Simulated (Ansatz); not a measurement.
CaSc₂ (space group Fm-3m, No. 225): the end point of a relaxation with DFT PBE, scalar-relativistic, plane waves, PAW (Ansatz 0.2.0); the starting structure was generated, so it need not be a known form of this composition.

```cif
data_structure
_symmetry_space_group_name_H-M 'Fm-3m'
_symmetry_Int_Tables_number 225
_cell_length_a 7.4572
_cell_length_b 7.4572
_cell_length_c 7.4572
_cell_angle_alpha 90.000
_cell_angle_beta 90.000
_cell_angle_gamma 90.000
_cell_volume 414.69
loop_
_atom_site_label
_atom_site_type_symbol
_atom_site_symmetry_multiplicity
_atom_site_Wyckoff_symbol
_atom_site_fract_x
_atom_site_fract_y
_atom_site_fract_z
_atom_site_occupancy
Ca1 Ca 4 a 0.00000 0.00000 0.00000 1
Sc1 Sc 8 c 0.25000 0.75000 0.75000 1
```

Describe the stacking along [111], with columns A (0, 0), B (1/3, 2/3), C (2/3, 1/3) of the hexagonal mesh spanned by (a − b)/2 and (b − c)/2.

Ca(A) – Sc(B) – Sc(A) – Ca(B) – Sc(C) – Sc(B) – Ca(C) – Sc(A) – Sc(C) (nine layers in 12.92 Å).

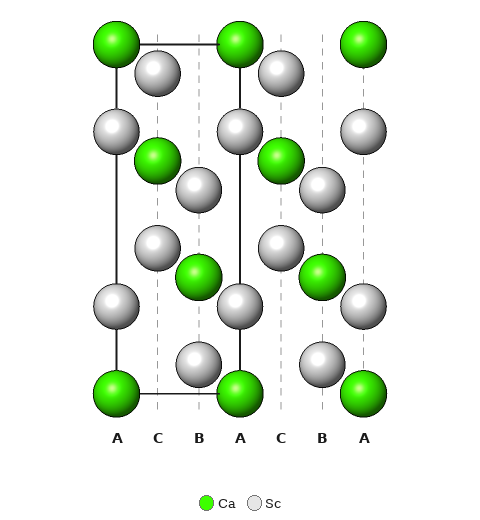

The picture looks along a close-packed row of the hexagonal mesh; [111] points upwards. The dashed lines mark the three columns A (0, 0), B (1/3, 2/3) and C (2/3, 1/3). The box is the hexagonal cell of the face-centred cubic lattice. The sequence starts with the first layer at or above the cell's origin.
